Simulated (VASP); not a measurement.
Band structure of EuO (rock salt). These are vdW-DF-cx, VASP's PBE PAW potentials (set 64) (plane waves; VASP) values and carry that method's errors.

The 4f electrons are frozen in the core of the lanthanide potential, so 4f levels, which can set the real gap, and their magnetism are missing.

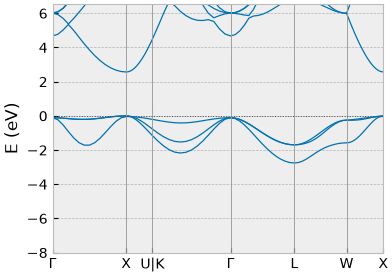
Bands along high-symmetry lines, zero at the valence-band maximum or, without a gap, the Fermi level

Problem. Read the plot: is there a gap, and where are the band edges?

Solution. The gap is direct, 2.57 eV, from the valence maximum at X to the conduction minimum at X. (Edges off the drawn lines would not show.)

The compound is EuO in the rock salt structure. It was relaxed first, which changed the volume by -13 %.
